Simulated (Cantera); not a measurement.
Feed: 1 mol Cu₂O, 3.3 mol C, 0.032 mol CO, 0.65 mol CH₄, equilibrated at 1.65 Torr.

Cantera equilibrium calculation (NASA polynomials, part measured and part estimated; ideal gas, pure solids and liquids). Candidate condensed phases: C, C₆H₆, C₇H₈, C₈H₁₈, Cu, CuO, Cu(OH)₂, Cu₂O, H₂O; 113 gas species. Kinetics and transport are ignored.

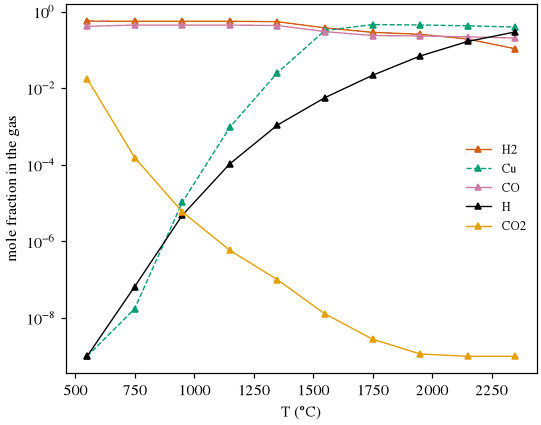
*Equilibrium gas composition (values under 1e-9 drawn at 1e-9)*

Problem. Read off the mole fractions at 1750 °C.

Solution. Cu about 0.46, H₂ about 0.29, CO about 0.24, H about 0.022.
